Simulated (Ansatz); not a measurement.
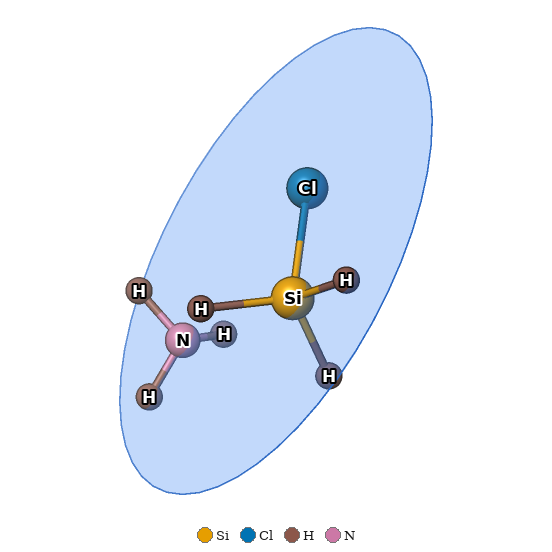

All proper rotation axes (lines) and mirror planes (discs) of the structure are drawn in. Atoms fade into the background with distance from the viewer. The computed structure is the end point of a PBE0-D4/def2-TZVP optimisation.

> Name the symmetry elements and the point group.

It has 1 mirror plane. Point group Cs. The group has 2 operations. The geometry is achiral, and symmetry allows a dipole moment.
